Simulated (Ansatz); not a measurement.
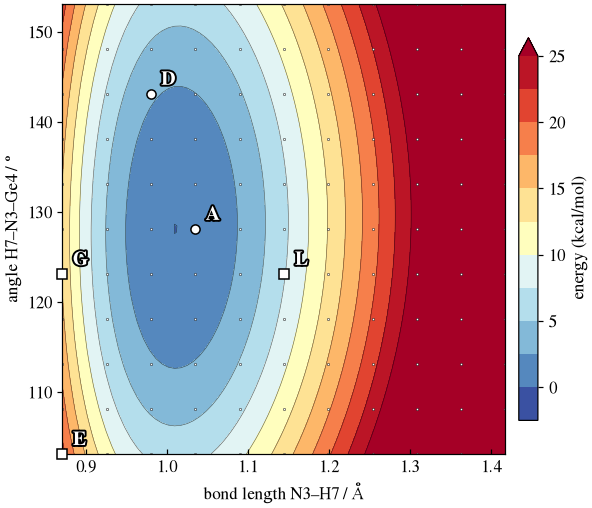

AlGeH5N2, SMILES [NH2][Al]1[NH][GeH2]1. 
- First axis: bond length N3–H7. Second axis: angle H7–N3–Ge4.
- Nothing is relaxed (all other coordinates rigid).
- Grid: 11 × 11 points.
- Energies are in kcal/mol, from the relaxed molecule at the same level.
- These are results of Ansatz, RKS CAM-B3LYP-D4/def2-SVP, not measurements.

The picture shows filled contours, dots at the grid points, one colour for all values above the top of the scale, lettered points. Between grid points the surface is interpolated.

Is A the lowest point of the computed grid?

Yes. A, at bond length N3–H7 = 1.035 Å, angle H7–N3–Ge4 = 128.1°, has the lowest energy of the grid.

Rank the lettered points by energy, lowest first.

A (0.25 kcal/mol), D (2.9 kcal/mol), L (7.4 kcal/mol), G (14.8 kcal/mol), E (20.8 kcal/mol).
